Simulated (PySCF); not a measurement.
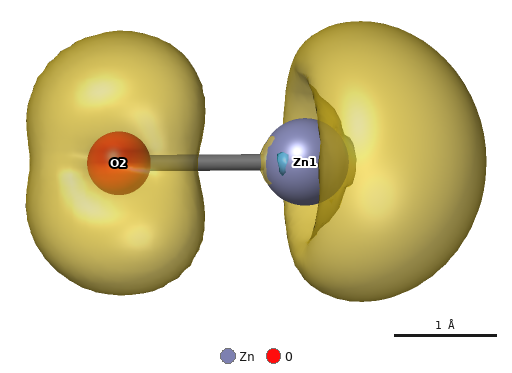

ZnO (triplet). Isosurfaces of the spin density (α minus β) at +0.03 (yellow) and −0.03 e/Å³ (cyan), seen from one side.

Method: PBE0/def2-TZVPPD, non-relativistic Hamiltonian with scalar-relativistic core potentials where named, at a bond length of 1.871 Å in PySCF 2.14.0.

```xyz
2

Zn    0.0000    0.0000   -0.3744
O     0.0000    0.0000    1.4966
```

**Describe the spin distribution.**

The unpaired spin (2 electrons) lies mostly on O2 (about 1.1) and Zn1 (about 0.9), in electrons by Hirshfeld's partition.
